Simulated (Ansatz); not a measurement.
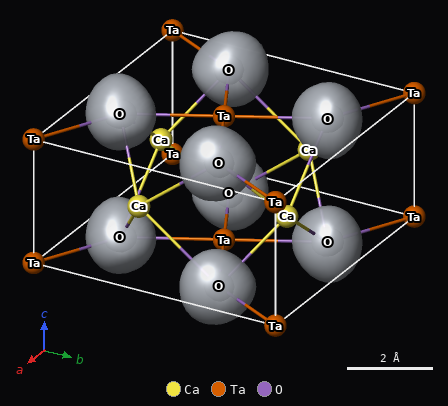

Ca₂TaO₂. Isosurface of the electron localisation function at 0.7 (grey), seen at an oblique angle. Core shells and regions of very low density are left out. Sticks mark near contacts.

Space group P4/mbm; a structure generated by program, which may or may not match a known phase; spin-polarised.

Computed with DFT PBE, scalar-relativistic, plane waves, PAW (Ansatz).

Core electrons are frozen (PAW), and the valence fields are smoothed inside the atomic spheres.

**Where are the electrons localised?**

The ELF exceeds this value in four regions wrapped around O (the valence shell of each), counted in one cell of 10 atoms. Regions shared between cells count once.

Values along the shortest contacts:
Ca–O (2.35 Å): the ELF is about 0.10 at the midpoint: no shared electron pair shows on this line. Ta–O (2.47 Å): the ELF is about 0.10 at the midpoint; no localised pair shows between them.

**How are the moments arranged in this solution?**

Parallel moments (a ferromagnetic arrangement) in this solution; site moments Ta: +0.6 μB (×2) in one cell of 10 atoms.
